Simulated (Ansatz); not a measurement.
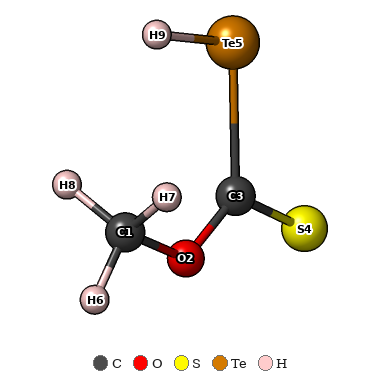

The system is C₂H₄OSTe, SMILES COC(=S)[TeH]; the picture shows the reference structure. First axis: dihedral O2–C3–Te5–H9. Second axis: dihedral C1–O2–C3–Te5. Nothing is relaxed (all other coordinates rigid). The grid has 9 × 9 points. Energies: kJ/mol, counted from the relaxed molecule at the same level. Method: RKS B3LYP-D4/def2-SVP in Ansatz.

Its coordinates:

```yaml
atoms:
  - { symbol: C, position_ang: [0.2214, -1.0723, 0.4924] }
  - { symbol: O, position_ang: [0.8692, -0.3568, -0.5535] }
  - { symbol: C, position_ang: [0.4852, 0.8372, -0.9721] }
  - { symbol: S, position_ang: [1.2538, 1.6292, -2.1739] }
  - { symbol: Te, position_ang: [-1.2061, 1.9012, -0.1268] }
  - { symbol: H, position_ang: [0.7737, -2.0141, 0.5979] }
  - { symbol: H, position_ang: [0.2660, -0.5102, 1.4385] }
  - { symbol: H, position_ang: [-0.8268, -1.2865, 0.2306] }
  - { symbol: H, position_ang: [-1.7480, 0.8259, 1.0497] }
```

Range: dihedral O2–C3–Te5–H9 from −180 to 140°; dihedral C1–O2–C3–Te5 from −180 to 140°.

**What landscape does the calculation give?**

The lowest grid point is at dihedral O2–C3–Te5–H9 = −20°, dihedral C1–O2–C3–Te5 = −180°, −6 kJ/mol from the relaxed molecule at the same level. The bottom of the well lies between grid points, at about dihedral O2–C3–Te5–H9 = 0°, dihedral C1–O2–C3–Te5 = −180°, about 3.6 kJ/mol lower on the interpolated surface. There are further wells near dihedral O2–C3–Te5–H9 = 20°, dihedral C1–O2–C3–Te5 = −20° (12 kJ/mol above the lowest at that grid point); dihedral O2–C3–Te5–H9 = −180°, dihedral C1–O2–C3–Te5 = −180° (23 kJ/mol above the lowest at that grid point); dihedral O2–C3–Te5–H9 = −180°, dihedral C1–O2–C3–Te5 = −20° (33 kJ/mol above the lowest at that grid point). The highest grid point, dihedral O2–C3–Te5–H9 = −100°, dihedral C1–O2–C3–Te5 = 100°, lies 77 kJ/mol above the lowest. On the interpolated surface the easiest way out of the lowest well to the well at about dihedral O2–C3–Te5–H9 = 0°, dihedral C1–O2–C3–Te5 = 0° passes a barrier of about 37 kJ/mol, counted from the interpolated bottom of the well. Round the minimum the two coordinates are nearly uncoupled.

| dihedral C1–O2–C3–Te5 ↓, dihedral O2–C3–Te5–H9 → | −180 | −140 | −100 | −60 | −20 | 20 | 60 | 100 | 140 |
| --- | --- | --- | --- | --- | --- | --- | --- | --- | --- |
| 140 | 32 | 41 | 52 | 35 | 11 | 11 | 34 | 48 | 37 |
| 100 | 49 | 56 | 71 | 57 | 31 | 30 | 54 | 71 | 58 |
| 60 | 44 | 47 | 57 | 46 | 23 | 21 | 44 | 61 | 52 |
| 20 | 26 | 32 | 41 | 26 | 6 | 6 | 27 | 41 | 32 |
| −20 | 26 | 32 | 41 | 27 | 6 | 6 | 26 | 41 | 32 |
| −60 | 44 | 52 | 61 | 44 | 21 | 23 | 46 | 57 | 47 |
| −100 | 49 | 58 | 71 | 54 | 30 | 31 | 57 | 71 | 56 |
| −140 | 32 | 37 | 48 | 34 | 11 | 11 | 35 | 52 | 41 |
| −180 | 17 | 22 | 31 | 16 | −6 | −6 | 16 | 31 | 22 |

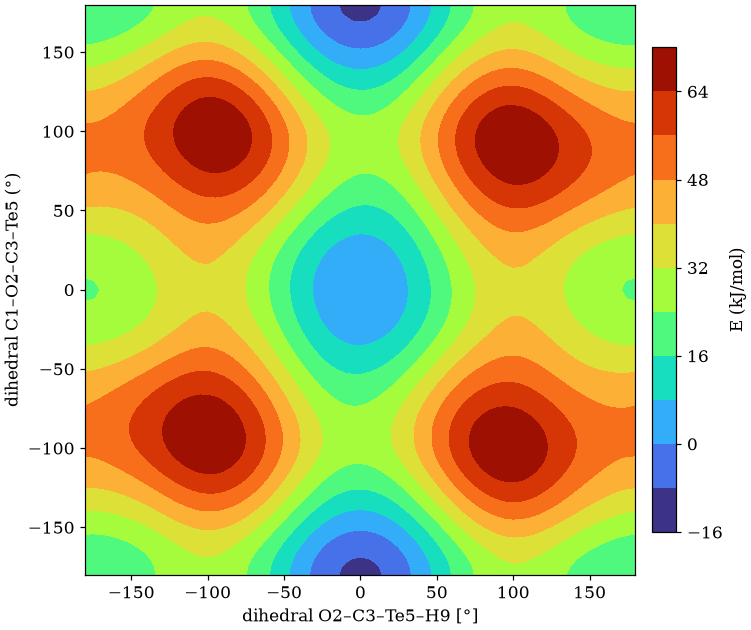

The picture shows filled contours. Between grid points the surface is interpolated.

The whole map (81 points run) took 8.9 min on 1 thread of Arm Neoverse V2, on a shared host.
